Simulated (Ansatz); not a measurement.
A series of calculations on BSiH$_{7}$O$_{2}$

Part 1: Relaxation

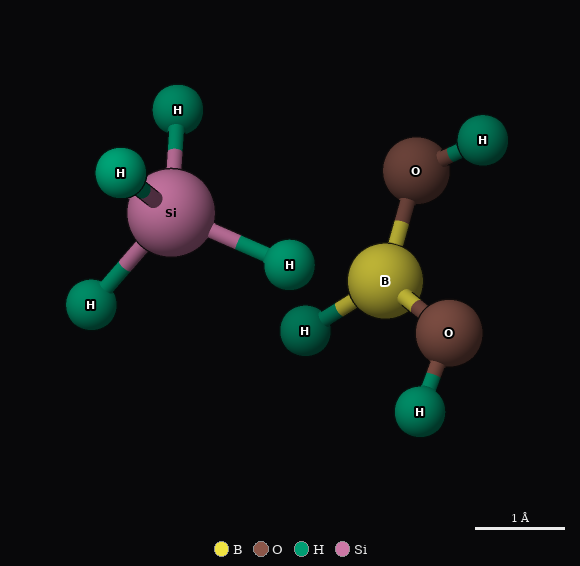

This is the input geometry for a relaxation of BSiH₇O₂. The picture is a ball-and-stick view, seen at a tilt.

The run prepares an end point of a later path (reaction) calculation, from a guessed geometry.

These are results of RKS B3LYP-D4/6-31G* in Ansatz, not measurements.

Input file:
```yaml
crystal:
  periodic: [false, false, false]
  atoms:
    - { symbol: B, position_ang: [-0.139773, -0.34224, -0.04305] }
    - { symbol: O, position_ang: [-0.052148, -0.925279, 1.214456] }
    - { symbol: H, position_ang: [-0.884318, -0.853084, 1.70064] }
    - { symbol: O, position_ang: [0.943003, -0.375157, -0.860568] }
    - { symbol: H, position_ang: [1.688408, -0.822929, -0.427792] }
    - { symbol: H, position_ang: [-1.145189, 0.166269, -0.44647] }
    - { symbol: Si, position_ang: [0.189152, 2.581785, 1.113581] }
    - { symbol: H, position_ang: [0.767676, 3.567968, 2.070925] }
    - { symbol: H, position_ang: [0.938173, 2.645974, -0.166716] }
    - { symbol: H, position_ang: [-1.237207, 2.931445, 0.864767] }
    - { symbol: H, position_ang: [0.256022, 1.228048, 1.683027] }
basis:
  gaussian: { orbitals: "6-31G*" }
hamiltonian:
  xc: b3lyp
  dispersion: d4
relax:
  f_tol: 0.03
  max_steps: 50
output:
  orbitals: {}
```

Launched with:
```bash
ansatz run input.yaml --threads 2 --pin off --max-ram 3072MiB --backend cpu --events-out ev --progress --plain --runs-dir out
```

Predict the outcome.

The atom that moves furthest after the best rigid fit is H3 (1.34 Å). By element the largest moves are H 1.34 Å, O 0.75 Å, Si 0.50 Å, B 0.50 Å. Some distances before and after: B1–O2 1.389 → 1.367 Å, Si7–H11 1.470 → 1.486 Å, Si7–H10 1.490 → 1.483 Å, B1–O4 1.357 → 1.363 Å. After 22 accepted moves (25 points after the start) the energy has fallen by 0.250 eV. Largest force component: 0.72 eV/Å at the start, 0.026 eV/Å at the end. The line search rejected the trial steps at points 3, 17, 24 of the run. The forces were under the threshold at step 7, but the run went on from there.

Step by step:

```
step  E − E(0), eV  largest force component, eV/Å      note
   0        0.0000                         0.7249          
   1       -0.1393                         0.4393          
   2       -0.1799                         0.2812          
   3       -0.1772                         0.5285  rejected
   4       -0.1897                         0.1473          
   5       -0.1920                         0.1097          
   6       -0.1934                         0.0607          
   7       -0.1939                         0.0143          
   8       -0.1946                         0.0520          
   9       -0.1955                         0.3436          
  10       -0.1977                         0.2120          
  11       -0.2042                         0.2366          
  12       -0.2088                         0.4978          
  13       -0.2220                         0.3431          
  14       -0.2357                         0.3126          
  15       -0.2453                         0.2221          
  16       -0.2473                         0.0836          
  17       -0.2472                         0.0794  rejected
  18       -0.2478                         0.0162          
  19       -0.2482                         0.0226          
  20       -0.2486                         0.0625          
  21       -0.2490                         0.1027          
  22       -0.2491                         0.1252          
  23       -0.2498                         0.0819          
  24       -0.2497                         0.0739  rejected
  25       -0.2503                         0.0255
```

The structure at the end:

```xyz
11

B    -0.4966   -0.6884    0.0241
O    -0.1370   -1.6263    0.9518
H    -0.8974   -2.1236    1.2815
O     0.4673    0.0993   -0.5310
H     1.3435   -0.1230   -0.1749
H    -1.6276   -0.5253   -0.3301
Si    0.5311    2.9500    1.0869
H     0.6263    4.2121    1.8710
H     1.6330    2.9221    0.0924
H    -0.7864    2.9014    0.4074
H     0.6677    1.8045    2.0238
```

After the run, drawn alike:

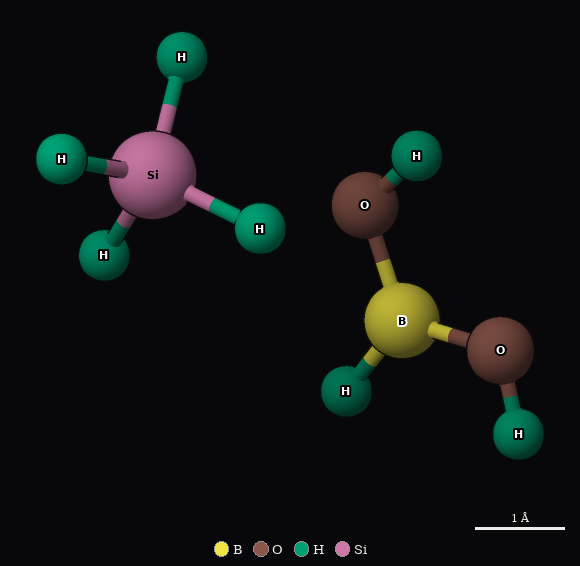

Limits of the set-up: the start holds two separate molecules, 2.2 Å apart at their closest, whose relative position is a soft coordinate.

Part 2: Relaxation

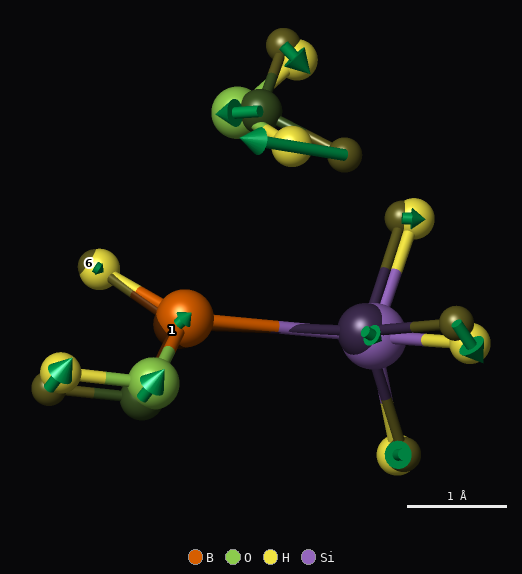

This is a relaxation of BSiH7O2. The starting structure is drawn faded, the final one solid; green arrows show the displacements, 2 times their true length. The two geometries are superimposed by the best rigid fit.

A ball-and-stick model, seen at a tilt.

The run prepares an end point of a later path (reaction) calculation, from a guessed geometry.

The calculation used RKS B3LYP-D4/6-31G* in Ansatz. Set-up: no spin polarisation; force threshold 0.03 eV/Å; at most 50 steps.

Atoms of which element are displaced furthest, and by how much?

Hydrogen: up to 0.65 Å, against 0.27 Å for oxygen.

What did the optimiser do to the structure, and how much energy did it gain?

Over 12 geometry steps the energy falls by 0.083 eV. The largest force component goes from 0.84 to 0.012 eV/Å. The largest move after the best rigid fit is that of an H atom, 0.65 Å. By element the largest moves are H 0.65 Å, O 0.27 Å, Si 0.13 Å, B 0.10 Å. Among the contacts that change: B–Si 1.976 → 2.030 Å, H–O 0.988 → 0.971 Å, B–O 1.362 → 1.368 Å, H–Si 1.501 → 1.497 Å. The run took 23 s on 2 threads of Arm Neoverse V2 (shared host), peak memory 0.15 GiB.

Part 3: Path

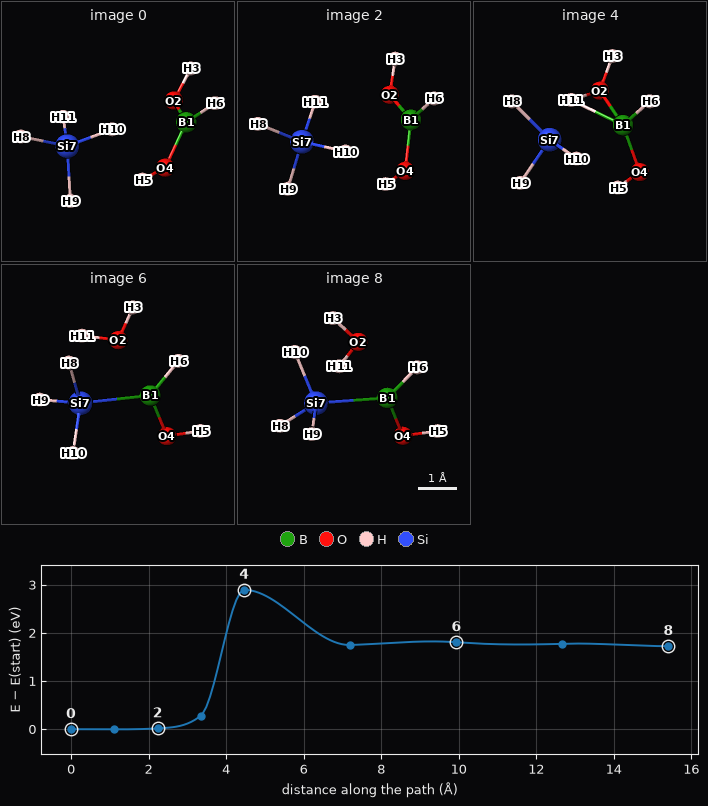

A search for the minimum-energy path of BSiH₇O₂, made up at the start of BH₃O₂ and SiH$_{4}$ by the nudged elastic band. Images are numbered from 0 (start) to 8 (end). A ball-and-stick model, seen from a free direction.

Theory: Ansatz, RKS B3LYP-D4/6-31G*. Run with 7 movable images; climbing image; force threshold 0.05 eV/Å; iteration limit 60; starting path through a guess of the saddle point.

> What happens along the path, and what is the barrier?

The path has more than one stage, and so few images may leave a stage unresolved. Breaking: B1–O2 (1.37 → 1.61 at the top → 2.38 Å), Si7–H11 (1.49 → 1.93 at the top → 3.19 Å). Forming: B1–Si7 (3.93 → 2.32 at the top → 2.03 Å), O2–H11 (3.68 → 1.18 at the top → 0.97 Å). The energy climbs by 2.90 eV to image 4 and then falls by 1.17 eV, so the end point sits at +1.73 eV. The band converged in 60 iterations. The largest component of the band force went from 10 to 0.039 eV/Å. The climbing image converged on the top of the path. Its vibrational analysis gives one imaginary mode (1354i cm⁻¹), as a transition state must have.

Limits of the set-up: the start holds two separate molecules, 3.0 Å apart at their closest, whose relative position is a soft coordinate.

Cost: 10 min on 2 threads of Arm Neoverse V2 (shared host), peak memory 0.16 GiB.
